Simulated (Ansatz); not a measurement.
## Run report: CH5O2SbSi, geometry relaxation

System: CH5O2SbSi.
Method: RKS PBE0/def2-SVP (Ansatz 0.2.0).

It belongs to a series of runs on one base structure; here: end point B relaxed.

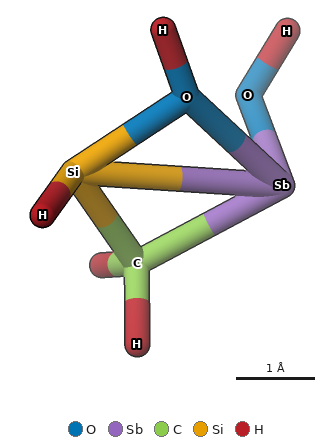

The input geometry (stick view, seen at a tilt). Sticks mark near contacts.

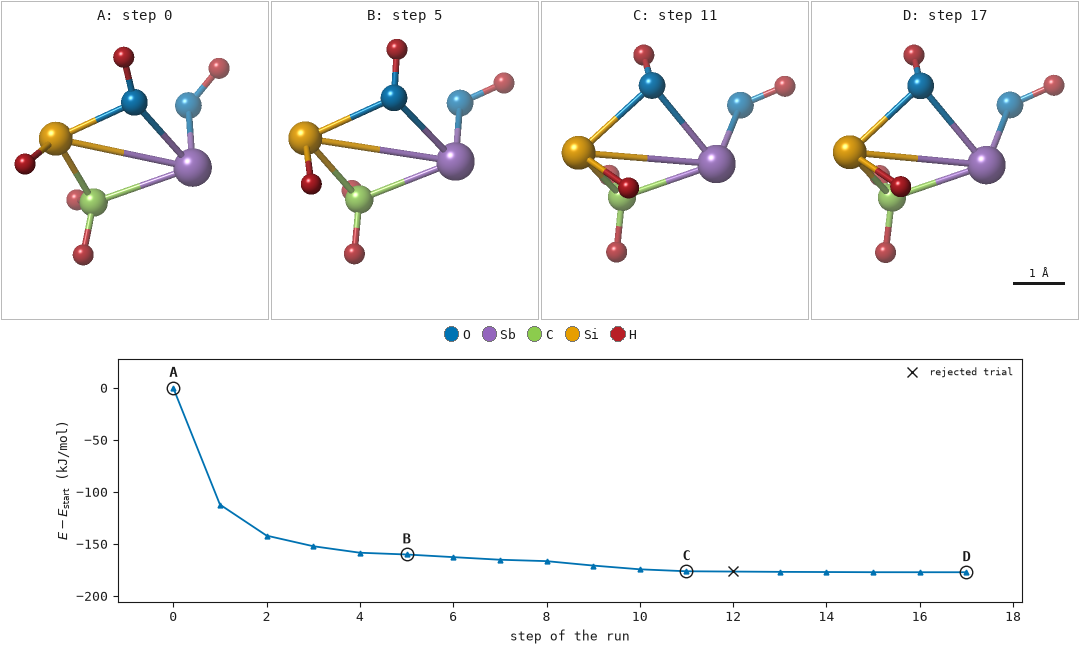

Frames of the relaxation (ball-and-stick view, seen at a tilt) above the curves, on which the letters mark them (the first geometry is step 0 here and step 1 in the log).

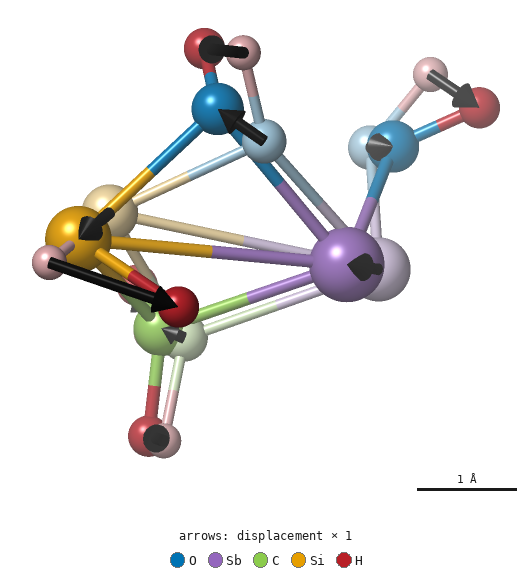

Start (faint) and end (solid) with the displacements as black arrows, at true length (ball-and-stick view, seen at a tilt). The two geometries are laid on each other by the best rigid fit. H10 moves most after the best rigid fit: 1.41 Å. By element the largest moves are H 1.41 Å, Si 0.62 Å, O 0.59 Å, Sb 0.46 Å, C 0.26 Å. Distances before and after: Si4–O5 1.765 → 1.945 Å, Si4–H10 1.411 → 1.566 Å, C3–Si4 1.862 → 1.984 Å, Sb2–O5 2.054 → 2.152 Å. Among the angles that change: Sb2–Si4–H10 123.0° → 62.0°, Sb2–O5–H9 152.4° → 108.5°, O5–Si4–H10 110.9° → 83.9°. Over 17 geometry steps the energy falls by 177.1 kJ/mol. The largest force component goes from 5 to 0.011 eV/Å. The line search rejected the trial step at point 12 (counted from 0) and went back. (Atoms are counted from 1 in the order of the input.)

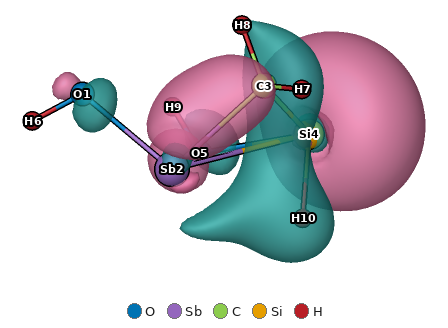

One frontier orbital at ±0.1 Å⁻³ᐟ² (teal and pink are the two phases), seen at an oblique angle. The HOMO, at −5.56 eV. It lies mainly on Si4 (65 %), C3 (10 %) and Sb2 (10 %).

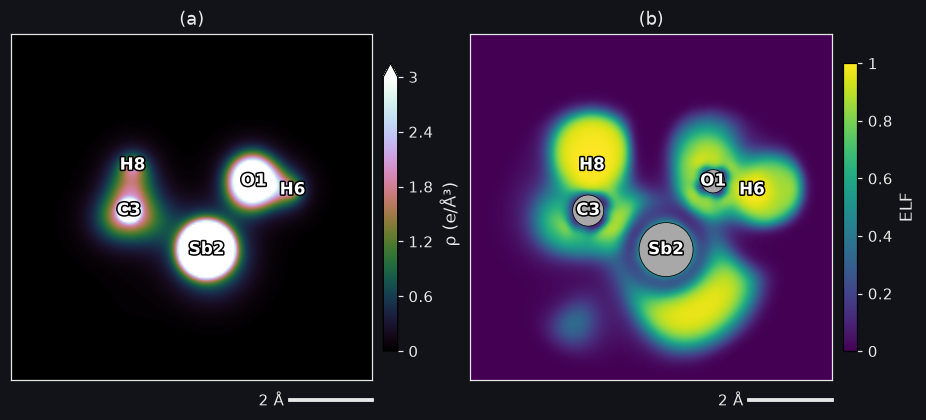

(a) total electron density; (b) electron localisation function on the plane of atoms Sb2, O1 and H6. Grey discs, where drawn, cover atomic cores. Atoms in the plane: O, Sb, C and H. C–Sb (2.11 Å): ρ is about 0.77 e/Å³ halfway; the ELF peaks at about 0.85 in the valence shell of C, 0.7 Å from its nucleus, and drops to about 0.20 between the two atoms.

The input and output of the run follow.

**Input file**
```yaml
crystal:
  periodic: [false, false, false]
  atoms:
    - { symbol: O, position_ang: [-2.2663, 0.3634, 0.154] }
    - { symbol: Sb, position_ang: [-0.7479, 0.6208, 1.402] }
    - { symbol: C, position_ang: [0.5724, 0.9608, -0.2369] }
    - { symbol: Si, position_ang: [1.0287, -0.8423, -0.324] }
    - { symbol: O, position_ang: [-0.0865, -1.2763, 0.9735] }
    - { symbol: H, position_ang: [-2.9204, -0.2072, 0.6047] }
    - { symbol: H, position_ang: [1.5294, 1.5403, 0.081] }
    - { symbol: H, position_ang: [0.1428, 1.3623, -1.1412] }
    - { symbol: H, position_ang: [-0.22148, -2.25251, 0.8792] }
    - { symbol: H, position_ang: [2.358, -1.156, 0.0283] }
basis:
  gaussian: { orbitals: def2-SVP }
hamiltonian:
  xc: pbe0
relax:
  f_tol: 0.02
  max_steps: 50
output:
  orbitals: {}
```

Run as:
```bash
ansatz run input.yaml --threads 2 --pin off --max-ram 3072MiB --backend cpu --events-out ev --progress --plain --runs-dir out
```

**What the program printed**
```
The last accepted step is kept in [file] (removed where the run ends without a failure and the disk answers)
Engine: ansatz 0.2.0, x86_64-unknown-linux-gnu
Functional definition: PBE0
  parameter a = 0.25
  parameter kappa = 0.804
  parameter beta = 0.06672455060314922
  exchange = (1 - a)*pbe_x(kappa = kappa, mu = beta*pi^2/3) + a*exact_x
  correlation = pbe_c(beta = beta)
1253 factors; integrals over basis functions are off by at most 4.6e-4 eV
mean field evaluation 1: about -19597.5656 eV, gradient 7.5e1 eV
mean field evaluation 2: about -19556.6323 eV, gradient 1.4e2 eV
mean field evaluation 4: about -19609.8304 eV, gradient 8.8e0 eV
mean field evaluation 8: about -19609.9973 eV, gradient 1.6e-1 eV
mean field evaluation 16: about -19610.0358 eV, gradient 3.0e-4 eV
mean field -19610.03581954 eV, -720.6555242083 hartree, gradient 2.6e-5 eV, S^2 0.000000; 1 other end points of the search recorded, 0 dependent functions left out
the calculation of the forces begins
reference -19610.03584613 eV, -720.6555251856 hartree; 32, 32 occupied and 79, 79 virtual orbitals, 1253 factors
relax step   1: F+E_penalty+E_count = -19610.03581954 eV  Δ(F+E_penalty+E_count) = +0.000e0 eV  max|allowed force component| = 5.029e0 eV/Å  Δτ_max = 0.0000 Å  (55 SCF iters, accepted)
these checks for a lower state are left out or cut short: starts, cluster_reference, orbital_swaps, neighbouring_geometries, increment
1253 factors; integrals over basis functions are off by at most 6.4e-4 eV
mean field evaluation 32: about -19611.1975 eV, gradient 7.1e-3 eV
mean field -19611.19748513 eV, -720.6982146314 hartree, gradient 4.1e-5 eV, S^2 0.000000; 0 other end points of the search recorded, 0 dependent functions left out
[... from here on the field's lines of each further geometry are left out, up to the last ...]
relax step   2: F+E_penalty+E_count = -19611.19748513 eV  Δ(F+E_penalty+E_count) = -1.162e0 eV  max|allowed force component| = 2.298e0 eV/Å  Δτ_max = 0.1948 Å  (39 SCF iters, accepted)
relax step   3: F+E_penalty+E_count = -19611.50664833 eV  Δ(F+E_penalty+E_count) = -3.092e-1 eV  max|allowed force component| = 1.136e0 eV/Å  Δτ_max = 0.1967 Å  (33 SCF iters, accepted)
relax step   4: F+E_penalty+E_count = -19611.61227603 eV  Δ(F+E_penalty+E_count) = -1.056e-1 eV  max|allowed force component| = 5.322e-1 eV/Å  Δτ_max = 0.1997 Å  (32 SCF iters, accepted)
relax step   5: F+E_penalty+E_count = -19611.67707691 eV  Δ(F+E_penalty+E_count) = -6.480e-2 eV  max|allowed force component| = 3.659e-1 eV/Å  Δτ_max = 0.2000 Å  (33 SCF iters, accepted)
relax step   6: F+E_penalty+E_count = -19611.69450811 eV  Δ(F+E_penalty+E_count) = -1.743e-2 eV  max|allowed force component| = 4.538e-1 eV/Å  Δτ_max = 0.0854 Å  (33 SCF iters, accepted)
relax step   7: F+E_penalty+E_count = -19611.72090833 eV  Δ(F+E_penalty+E_count) = -2.640e-2 eV  max|allowed force component| = 2.528e-1 eV/Å  Δτ_max = 0.1998 Å  (31 SCF iters, accepted)
relax step   8: F+E_penalty+E_count = -19611.74683235 eV  Δ(F+E_penalty+E_count) = -2.592e-2 eV  max|allowed force component| = 6.638e-1 eV/Å  Δτ_max = 0.1951 Å  (32 SCF iters, accepted)
relax step   9: F+E_penalty+E_count = -19611.76080857 eV  Δ(F+E_penalty+E_count) = -1.398e-2 eV  max|allowed force component| = 1.167e0 eV/Å  Δτ_max = 0.1970 Å  (32 SCF iters, accepted)
relax step  10: F+E_penalty+E_count = -19611.80493430 eV  Δ(F+E_penalty+E_count) = -4.413e-2 eV  max|allowed force component| = 8.544e-1 eV/Å  Δτ_max = 0.1414 Å  (31 SCF iters, accepted)
relax step  11: F+E_penalty+E_count = -19611.84221386 eV  Δ(F+E_penalty+E_count) = -3.728e-2 eV  max|allowed force component| = 3.987e-1 eV/Å  Δτ_max = 0.1946 Å  (31 SCF iters, accepted)
relax step  12: F+E_penalty+E_count = -19611.86174774 eV  Δ(F+E_penalty+E_count) = -1.953e-2 eV  max|allowed force component| = 2.314e-1 eV/Å  Δτ_max = 0.1075 Å  (32 SCF iters, accepted)
relax step  13: F+E_penalty+E_count = -19611.85739711 eV  Δ(F+E_penalty+E_count) = +4.351e-3 eV  max|allowed force component| = 3.450e-1 eV/Å  Δτ_max = 0.0320 Å  (33 SCF iters, rejected (line search))
relax step  14: F+E_penalty+E_count = -19611.86763773 eV  Δ(F+E_penalty+E_count) = -5.890e-3 eV  max|allowed force component| = 1.166e-1 eV/Å  Δτ_max = 0.0153 Å  (34 SCF iters, accepted)
relax step  15: F+E_penalty+E_count = -19611.86933418 eV  Δ(F+E_penalty+E_count) = -1.696e-3 eV  max|allowed force component| = 8.568e-2 eV/Å  Δτ_max = 0.0548 Å  (33 SCF iters, accepted)
relax step  16: F+E_penalty+E_count = -19611.87099400 eV  Δ(F+E_penalty+E_count) = -1.660e-3 eV  max|allowed force component| = 1.008e-1 eV/Å  Δτ_max = 0.0402 Å  (33 SCF iters, accepted)
relax step  17: F+E_penalty+E_count = -19611.87131503 eV  Δ(F+E_penalty+E_count) = -3.210e-4 eV  max|allowed force component| = 3.226e-2 eV/Å  Δτ_max = 0.0098 Å  (35 SCF iters, accepted)
the calculation of the forces begins
reference -19611.87141133 eV, -720.7229809625 hartree; 32, 32 occupied and 79, 79 virtual orbitals, 1253 factors
relax step  18: F+E_penalty+E_count = -19611.87138428 eV  Δ(F+E_penalty+E_count) = -6.925e-5 eV  max|allowed force component| = 1.126e-2 eV/Å  Δτ_max = 0.0081 Å  (26 SCF iters, accepted)
1253 factors; integrals over basis functions are off by at most 6.6e-4 eV
mean field evaluation 160: about -19611.8714 eV, gradient 1.5e-3 eV
mean field -19611.87138428 eV, -720.7229799685 hartree, gradient 1.9e-5 eV, S^2 0.000000; 1 other end points of the search recorded, 0 dependent functions left out
the calculation of the forces begins
reference -19611.87141133 eV, -720.7229809625 hartree; 32, 32 occupied and 79, 79 virtual orbitals, 1253 factors
Total energy: -19611.87141133 eV, -720.7229809625 hartree
Atom 0 at    -2.203302     0.255512     0.601844 Å, force    -0.003334     0.000780    -0.002546 eV/Å
Atom 1 at    -0.343263     0.389498     1.342626 Å, force    -0.000497     0.005119     0.011190 eV/Å
Atom 2 at     0.664267     0.773868    -0.470051 Å, force    -0.002565    -0.001861    -0.005750 eV/Å
Atom 3 at     1.619690    -0.951389    -0.256171 Å, force     0.011260     0.000422    -0.003544 eV/Å
Atom 4 at    -0.032171    -1.586734     0.550745 Å, force    -0.003881    -0.006265    -0.000146 eV/Å
Atom 5 at    -2.857532     0.107652     1.296350 Å, force    -0.000949     0.000251     0.002979 eV/Å
Atom 6 at     1.308689     1.666779    -0.454663 Å, force     0.004885     0.003761     0.001149 eV/Å
Atom 7 at    -0.030902     0.817830    -1.322204 Å, force     0.001178    -0.000494    -0.001089 eV/Å
Atom 8 at    -0.737259    -1.777086    -0.085716 Å, force    -0.001693    -0.003663    -0.000925 eV/Å
Atom 9 at     2.000503    -0.582640     1.217840 Å, force    -0.004403     0.001950    -0.001317 eV/Å
Dipole moment:    -0.560955     0.338849     0.389839 e Å
```

**Trajectory as extended XYZ (Å, eV, eV/Å), 10 of the 18 frames kept, from step=1 to step=18**
```
10
Properties=species:S:1:pos:R:3:forces:R:3 step=1 energy=-19610.03582
O    -2.2663    0.3634    0.1540   -0.5097  -0.3327   0.6221
Sb   -0.7479    0.6208    1.4020   -0.6923   1.6936  -0.1813
C     0.5724    0.9608   -0.2369    2.1634   1.4861   2.1624
Si    1.0287   -0.8423   -0.3240   -0.8350  -1.3214  -5.0294
O    -0.0865   -1.2763    0.9735    0.4399  -3.3804   1.3046
H    -2.9204   -0.2072    0.6047    0.1611   0.4521  -0.4023
H     1.5294    1.5403    0.0810   -1.5881  -0.3468  -0.4836
H     0.1428    1.3623   -1.1412   -0.5203   0.2641  -0.3683
H    -0.2215   -2.2525    0.8792   -0.5704   1.3624   0.5460
H     2.3580   -1.1560    0.0283    1.9515   0.1230   1.8299
10
Properties=species:S:1:pos:R:3:forces:R:3 step=3 energy=-19611.50665
O    -2.2683    0.3378    0.1197   -1.1356  -0.5965   0.6231
Sb   -0.7347    0.5611    1.3430    0.2212  -0.3534   0.0572
C     0.6466    0.9009   -0.2185   -0.5625   0.0896  -0.4879
Si    1.0160   -1.0235   -0.6545    1.1255   0.4786   0.3963
O     0.1330   -1.3681    1.0123   -0.7284  -0.8829   0.1249
H    -3.0549   -0.0292    0.6058    1.0391   0.6148  -0.6855
H     1.4707    1.5450    0.1117    0.1813  -0.0282   0.0312
H     0.1014    1.4049   -1.0423    0.0485  -0.0050   0.1866
H    -0.2975   -2.2505    0.9961    0.1046   0.8596   0.2815
H     2.3764   -0.9650    0.1471   -0.2937  -0.1765  -0.5274
10
Properties=species:S:1:pos:R:3:forces:R:3 step=5 energy=-19611.67708
O    -2.2481    0.3234    0.2089   -0.0514  -0.1011   0.0892
Sb   -0.6434    0.4110    1.3710   -0.0758   0.2802  -0.1440
C     0.6002    0.8512   -0.2816    0.2180   0.1328   0.0447
Si    1.2864   -0.9881   -0.6052    0.0361  -0.0069  -0.0124
O     0.1209   -1.4868    0.9375   -0.2709  -0.3659  -0.0629
H    -3.0626    0.2114    0.7151    0.0167  -0.0051   0.0217
H     1.3763    1.5867   -0.0129    0.0037  -0.0156  -0.0284
H    -0.0184    1.2644   -1.0969   -0.0719  -0.0970   0.1044
H    -0.4850   -2.2351    0.8152    0.1985   0.1788  -0.0143
H     2.4624   -0.8249    0.3695   -0.0030  -0.0002   0.0020
10
Properties=species:S:1:pos:R:3:forces:R:3 step=7 energy=-19611.72091
O    -2.2473    0.2743    0.2899    0.0137  -0.0160   0.0819
Sb   -0.5780    0.4122    1.3567    0.0681   0.1013  -0.0379
C     0.6361    0.8351   -0.3194   -0.0732   0.0437  -0.0012
Si    1.4086   -0.9907   -0.5395   -0.0858   0.0998   0.1057
O     0.0697   -1.5193    0.8579   -0.1067  -0.2528  -0.0991
H    -3.0196    0.2310    0.8667   -0.0492  -0.0142  -0.0046
H     1.3535    1.6477   -0.1208    0.0104  -0.0408  -0.0349
H    -0.0507    1.1315   -1.1281    0.0299   0.0056  -0.0695
H    -0.6064   -2.1523    0.5721    0.1282   0.1190  -0.0047
H     2.4227   -0.7562    0.5850    0.0646  -0.0457   0.0644
10
Properties=species:S:1:pos:R:3:forces:R:3 step=9 energy=-19611.76081
O    -2.2530    0.2514    0.4459    0.0101   0.0147   0.1690
Sb   -0.4738    0.3960    1.3448    0.0744  -0.0922  -0.1663
C     0.6488    0.8141   -0.3939   -0.1212  -0.1356  -0.1552
Si    1.5624   -0.9754   -0.4226   -0.2290   0.2478   0.4486
O     0.0095   -1.5718    0.7308   -0.9476  -0.6570  -0.8656
H    -2.9716    0.2131    1.0932    0.0894  -0.0082  -0.0836
H     1.3241    1.6767   -0.2692   -0.0187  -0.0251  -0.0242
H    -0.0371    0.9820   -1.2458    0.1325  -0.0206   0.1082
H    -0.7329   -2.0170    0.2271    1.1675   0.7706   0.7231
H     2.3122   -0.6559    0.9104   -0.1572  -0.0945  -0.1541
10
Properties=species:S:1:pos:R:3:forces:R:3 step=10 energy=-19611.80493
O    -2.2418    0.2606    0.4934   -0.1817  -0.0394   0.1213
Sb   -0.4376    0.3880    1.3299    0.1727   0.1292   0.1157
C     0.6482    0.8123   -0.4271   -0.0461  -0.1076  -0.0111
Si    1.5910   -0.9522   -0.3665   -0.1649  -0.0043   0.2503
O    -0.0072   -1.5816    0.6944   -0.6139  -0.3836  -0.8544
H    -2.9335    0.1773    1.1667    0.1072   0.0091  -0.1390
H     1.3043    1.6955   -0.3351   -0.0504  -0.0750  -0.0012
H    -0.0379    0.9318   -1.2854    0.1346  -0.0480   0.0771
H    -0.7334   -1.9388    0.1227    0.7898   0.4242   0.5913
H     2.2366   -0.6797    1.0276   -0.1473   0.0956  -0.1500
10
Properties=species:S:1:pos:R:3:forces:R:3 step=12 energy=-19611.86175
O    -2.2150    0.2649    0.5988   -0.1521  -0.0085   0.0136
Sb   -0.3608    0.3714    1.3383    0.0579   0.0786   0.0986
C     0.6574    0.7650   -0.4647    0.0881   0.0723  -0.0349
Si    1.6409   -0.9462   -0.2715   -0.1887  -0.0313   0.1846
O    -0.0449   -1.5914    0.5733    0.2314  -0.0518  -0.2018
H    -2.8740    0.1355    1.2944    0.0498   0.0084  -0.0571
H     1.2911    1.6675   -0.4320   -0.0188  -0.0420  -0.0158
H    -0.0238    0.8117   -1.3282   -0.0129  -0.0040   0.0149
H    -0.7276   -1.7839   -0.0883    0.0002   0.0041   0.0756
H     2.0453   -0.5813    1.2004   -0.0548  -0.0257  -0.0775
10
Properties=species:S:1:pos:R:3:forces:R:3 step=14 energy=-19611.86764
O    -2.2159    0.2657    0.5998   -0.0358  -0.0169  -0.0113
Sb   -0.3581    0.3712    1.3414    0.0632   0.0840   0.0274
C     0.6614    0.7679   -0.4661   -0.0046   0.0180   0.0182
Si    1.6354   -0.9469   -0.2687   -0.0964  -0.0305   0.1036
O    -0.0329   -1.5937    0.5658    0.1105   0.0003  -0.1166
H    -2.8745    0.1343    1.2939    0.0133  -0.0029  -0.0104
H     1.2955    1.6691   -0.4389   -0.0107  -0.0223  -0.0061
H    -0.0270    0.8114   -1.3240   -0.0022   0.0079   0.0061
H    -0.7255   -1.7827   -0.0847   -0.0213  -0.0300   0.0141
H     2.0303   -0.5832    1.2022   -0.0160  -0.0075  -0.0250
10
Properties=species:S:1:pos:R:3:forces:R:3 step=16 energy=-19611.87099
O    -2.2038    0.2570    0.6027   -0.0829  -0.0172   0.1008
Sb   -0.3429    0.3848    1.3433   -0.0093   0.0078  -0.0140
C     0.6633    0.7726   -0.4707   -0.0155  -0.0081   0.0146
Si    1.6211   -0.9495   -0.2521    0.0287  -0.0234  -0.0448
O    -0.0310   -1.5928    0.5470    0.0183   0.0347   0.0153
H    -2.8580    0.1198    1.3028    0.0771   0.0101  -0.0934
H     1.3052    1.6672   -0.4551    0.0093   0.0024   0.0035
H    -0.0317    0.8149   -1.3231    0.0004  -0.0020   0.0028
H    -0.7306   -1.7825   -0.0951   -0.0184  -0.0047  -0.0053
H     1.9972   -0.5782    1.2210   -0.0077   0.0002   0.0206
10
Properties=species:S:1:pos:R:3:forces:R:3 step=18 energy=-19611.87138
O    -2.2033    0.2555    0.6018   -0.0033   0.0008  -0.0025
Sb   -0.3433    0.3895    1.3426   -0.0005   0.0051   0.0112
C     0.6643    0.7739   -0.4701   -0.0026  -0.0019  -0.0057
Si    1.6197   -0.9514   -0.2562    0.0113   0.0004  -0.0035
O    -0.0322   -1.5867    0.5507   -0.0039  -0.0063  -0.0001
H    -2.8575    0.1077    1.2963   -0.0009   0.0003   0.0030
H     1.3087    1.6668   -0.4547    0.0049   0.0038   0.0011
H    -0.0309    0.8178   -1.3222    0.0012  -0.0005  -0.0011
H    -0.7373   -1.7771   -0.0857   -0.0017  -0.0037  -0.0009
H     2.0005   -0.5826    1.2178   -0.0044   0.0019  -0.0013
```

**Summary**

| quantity | value |
| --- | --- |
| outcome | converged |
| total energy | −19611.8714 eV |
| mean-field energy | −19611.8714 eV |
| largest force (length of the vector) at the end | 0.012 eV/Å |
| hardware | 2 threads of Intel Xeon (Sapphire Rapids), 16 GiB of memory available, shared host |
| wall time | 58 s (CPU time 1.8 min) |
| peak memory | 0.3 GiB |
